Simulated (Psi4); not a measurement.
# GaH2O2 (SMILES [OH][Ga][OH]): UM06-L/def2-SVPD

Aim: the vertical electron affinity of GaH2O2 at UM06-L/def2-SVPD, from 2 runs. 

Program for the calculation: Psi4 1.11.

2 further runs of the same task are left out: 2 set aside as unsound or not needed.

### Step 1. The structure to begin with

GaH2O2 has 5 atoms, charge 0, and is taken as a doublet. As SMILES, `[OH][Ga][OH]`. The coordinates come from a PBE0-D4/def2-TZVP relaxation. This is one conformer, not always the lowest.

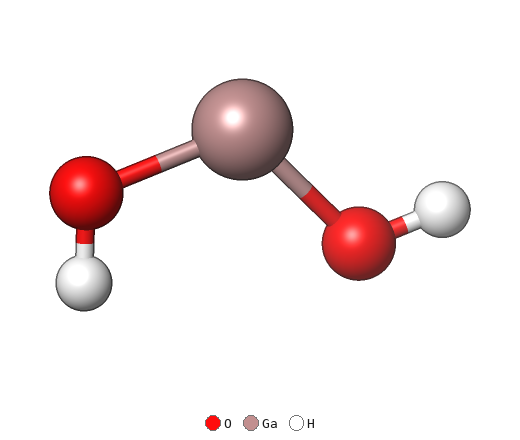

Viewed from a chosen angle; oxygen red, gallium pink, hydrogen white.

### Step 2. Energy and forces at UM06-L/def2-SVPD

Contents of run_ase.py:

```python
import numpy as np
from ase.calculators.psi4 import Psi4
from ase import Atoms

a = Atoms(['O', 'Ga', 'O', 'H', 'H'], positions=[
    [-0.370600, 0.021600, -1.274400],
    [-0.311700, -0.753800, 0.353600],
    [0.618200, 0.154900, 1.591100],
    [-0.867400, -0.464600, -1.936500],
    [0.981500, 0.968200, 1.224700],
])
calc = Psi4(atoms=a, method='m06-l', basis='def2-SVPD', memory='2200MB', num_threads=1, charge=0, multiplicity=2, label='psi4-calc', reference='uks')
calc.psi4.set_options({'puream': True, 'e_convergence': 1e-09, 'd_convergence': 1e-08, 'scf_type': 'pk', 'dft_radial_points': 99, 'dft_spherical_points': 590, 'maxiter': 100})
a.calc = calc

forces = a.get_forces()
print(f'energy: {a.get_potential_energy():.6f} eV')
print('forces / eV A^-1')
print(np.round(forces, 5))
```

Run with:

```
$ python run_ase.py
```

psi4-calc.dat:

```text
[...]
  Running in c1 symmetry.
[...]
  Nuclear repulsion =  182.431292115847441
[...]
  Multiplicity = 2
[...]
  Nalpha       = 25
  Nbeta        = 24
[...]
    Number of basis functions: 100
[...]
   @UKS iter   1: -2074.31072218193367   -1.80857e+00   2.62461e-02 ADIIS/DIIS
[...]
   @UKS iter  15: -2076.09732521113938    1.81899e-12   3.46238e-09 DIIS
[...]
   @S^2 Observed:                7.520501152E-01
[...]
    Orbital Energies [Eh]
    ---------------------
    Alpha Occupied:
       1A   -371.888769     2A    -45.799165     3A    -40.469481
       4A    -40.467422     5A    -40.465924     6A    -18.979227
       7A    -18.966521     8A     -5.499855     9A     -3.742996
      10A     -3.737474    11A     -3.733764    12A     -0.955327
      13A     -0.942965    14A     -0.763517    15A     -0.763257
      16A     -0.760931    17A     -0.756606    18A     -0.753310
      19A     -0.470025    20A     -0.438139    21A     -0.348538
      22A     -0.307009    23A     -0.297127    24A     -0.273590
      25A     -0.201017
    Alpha Virtual:
[...]
  @UKS Final Energy: -2076.09732521113938
   => Energetics <=
    Nuclear Repulsion Energy =            182.4312921158474410
    One-Electron Energy =               -3256.4225847534112290
    Two-Electron Energy =                1090.8656361941898467
    DFT Exchange-Correlation Energy =     -92.9716687677653368
    Empirical Dispersion Energy =           0.0000000000000000
    VV10 Nonlocal Energy =                  0.0000000000000000
    Total Energy =                      -2076.0973252111393776
[...]
 Multipole Moments:
 ------------------------------------------------------------------------------------
     Multipole            Electronic (a.u.)      Nuclear  (a.u.)        Total (a.u.)
 ------------------------------------------------------------------------------------
 L = 1.  Multiply by 2.5417464519 to convert [e a0] to [Debye]
 Dipole X            :         -1.7342806            1.3598250           -0.3744556
 Dipole Y            :         -3.5740340            3.2045837           -0.3694503
 Dipole Z            :          1.1881224           -1.6796047           -0.4914823
 Magnitude           :                                                    0.7199065
[...]
  -Total Gradient:
     Atom            X                  Y                   Z
    ------   -----------------  -----------------  -----------------
       1       -0.000215284785    -0.004975115445     0.008586583654
       2        0.005275807135     0.011015649093    -0.003858460910
       3       -0.004877604376    -0.004543898688    -0.006931288598
       4        0.000674260318    -0.000110775647     0.002314052971
       5       -0.001061890254    -0.001782116366    -0.000018319808
[...]
```

The script printed:

```text
energy: -56493.485740 eV
forces / eV A^-1
[[ 0.01107  0.25583 -0.44154]
 [-0.27129 -0.56645  0.19841]
 [ 0.25082  0.23366  0.35642]
 [-0.03467  0.0057  -0.11899]
 [ 0.0546   0.09164  0.00094]]
```

Run time: 38 s. Hardware: 1 thread of Intel Xeon 6975P-C (Granite Rapids), shared host; peak memory 1 GiB.

### Step 3. The singlet anion: the energy at M06-L/def2-SVPD

Contents of run.py:

```python
import psi4

psi4.set_memory('2200 MB')
psi4.set_num_threads(1)
psi4.set_output_file('run.log', False)

geom = psi4.geometry("""
-1 1
O     -0.370600     0.021600    -1.274400
Ga    -0.311700    -0.753800     0.353600
O      0.618200     0.154900     1.591100
H     -0.867400    -0.464600    -1.936500
H      0.981500     0.968200     1.224700
symmetry c1
""")

psi4.set_options({
    'basis': 'def2-SVPD',
    'puream': True,
    'e_convergence': 1e-09,
    'd_convergence': 1e-08,
    'scf_type': 'pk',
    'dft_radial_points': 99,
    'dft_spherical_points': 590,
})

energy_value, wavefunction = psi4.energy('m06-l', molecule=geom, return_wfn=True)
psi4.oeprop(wavefunction, 'LOWDIN_CHARGES', 'QUADRUPOLE', 'MULLIKEN_CHARGES')
print(f'm06-l energy: {energy_value:.10f} Eh')
```

Run with:

```
$ python run.py
```

run.log (excerpt; [...] marks lines left out):

```text
[...]
  Running in c1 symmetry.
[...]
  Nuclear repulsion =  182.431292115847441
[...]
  Multiplicity = 1
[...]
  Nalpha       = 25
  Nbeta        = 25
[...]
    Number of basis functions: 100
[...]
   @RKS iter   1: -2074.05887687692621   -1.55673e+00   2.71895e-02 DIIS/ADIIS
[...]
   @RKS iter  16: -2076.15169739969269   -2.27374e-12   5.67302e-09 DIIS
[...]
  @RKS Final Energy: -2076.15169739969269
   => Energetics <=
    Nuclear Repulsion Energy =            182.4312921158474410
    One-Electron Energy =               -3267.9928008338633845
    Two-Electron Energy =                1102.5900437072743898
    DFT Exchange-Correlation Energy =     -93.1802323889510831
    Empirical Dispersion Energy =           0.0000000000000000
    VV10 Nonlocal Energy =                  0.0000000000000000
    Total Energy =                      -2076.1516973996926936
[...]
 Multipole Moments:
 ------------------------------------------------------------------------------------
     Multipole            Electronic (a.u.)      Nuclear  (a.u.)        Total (a.u.)
 ------------------------------------------------------------------------------------
 L = 1.  Multiply by 2.5417464519 to convert [e a0] to [Debye]
 Dipole X            :         -1.1127230            1.3598250            0.2471019
 Dipole Y            :         -2.4839016            3.2045837            0.7206821
 Dipole Z            :          1.1178306           -1.6796047           -0.5617741
 Magnitude           :                                                    0.9465897
 L = 2.  Multiply by 1.3450342976 to convert [e a0^2] to [Debye ang]
 Quadrupole XX       :        -54.1623539           27.5881642          -26.5741897
 Quadrupole XY       :        -22.5842207           21.6077278           -0.9764929
[...]
  Mulliken Charges: (a.u.)
   Center  Symbol    Alpha    Beta     Spin     Total
       1     O     4.32538  4.32538  0.00000 -0.65076
       2    GA    15.61957 15.61957  0.00000 -0.23914
       3     O     4.10158  4.10158  0.00000 -0.20315
       4     H     0.46443  0.46443  0.00000  0.07114
       5     H     0.48904  0.48904  0.00000  0.02192
   Total alpha = 25.00000, Total beta = 25.00000, Total charge = -1.00000
  Lowdin Charges: (a.u.)
   Center  Symbol    Alpha    Beta     Spin     Total
       1     O     4.23529  4.23529  0.00000 -0.47057
[...]
```

Standard output:

```text
m06-l energy: -2076.1516973997 Eh
```

It took 23 s on 1 thread of Intel Xeon 6975P-C (Granite Rapids), shared host; peak memory 1 GiB.

### Step 4. Outcome

Level: UM06-L/def2-SVPD.

| quantity | value |
| --- | --- |
| doublet GaH2O2: total energy | -2076.09733 Eh |
| doublet GaH2O2: dipole moment | 1.83 D |
| doublet GaH2O2: HOMO energy (highest over α and β) | -5.47 eV |
| doublet GaH2O2: LUMO energy (lowest over α and β) | -4.29 eV |
| doublet GaH2O2: ⟨S²⟩ | 0.752 |
| doublet GaH2O2: largest force on an atom | 0.659 eV/Å |
| singlet anion: total energy | -2076.15170 Eh |
| singlet anion: HOMO energy | 1.21 eV |
| singlet anion: LUMO energy | 4.25 eV |
| singlet anion: HOMO–LUMO gap (to an unbound level, set by the basis) | 3.04 eV |
| vertical electron affinity (to the singlet anion) | 1.480 eV |

What this shows: At fixed nuclei the extra electron is bound by 1.48 eV (34 kcal/mol). The largest force (doublet GaH2O2) is 0.66 eV/Å: the shape isn't a stationary point for this species at this level. The HOMO (singlet anion) lies at positive energy, 1.21 eV, as semi-local functionals often give for anions; only total energies tell whether the electron is bound.
